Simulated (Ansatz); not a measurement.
```xyz
8

Al   -0.9011   -0.7625   -0.8725
B    -1.4636    0.4599    0.9166
N    -0.7851    0.9339   -0.2754
N    -1.7075   -0.9581    0.7272
H    -1.7650    1.1146    1.8748
H    -0.4820    1.8767   -0.4463
H    -0.5044   -1.6247   -2.1347
H    -2.1627   -1.5709    1.3808
```

Geometry: B3LYP/6-31G*.

The calculation used Ansatz 0.2.0, isolated molecule in a Gaussian basis; Kohn-Sham density functional theory, functional PBE0.

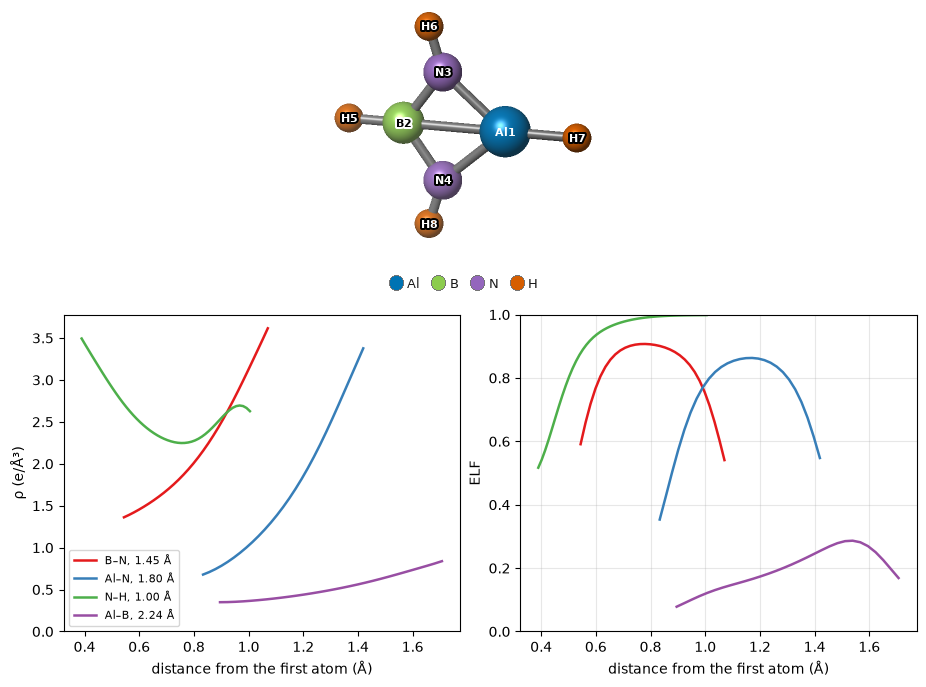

AlBH4N2. Electron density and ELF along straight lines between neighbouring atoms. The curves leave out the atomic cores. The structure is drawn too.

What can be read from the curves?

B–N (1.45 Å): the density is about 1.8 e/Å³ at the midpoint; the ELF peaks at about 0.90 between the atoms, as expected for a polar covalent bond.
Al–N (1.80 Å): ρ is about 0.78 e/Å³ halfway; the ELF peaks at about 0.85 in the valence shell of N, 0.6 Å from its nucleus, and is about 0.55 at the midpoint.
N–H (1.00 Å): ρ at the midpoint is about 2.9 e/Å³; the ELF climbs to about 1 towards the hydrogen, as it does in any bond to H: a covalent bond by its length.
Al–B (2.24 Å): the density is about 0.4 e/Å³ at the midpoint; the ELF is about 0.15 at the midpoint.
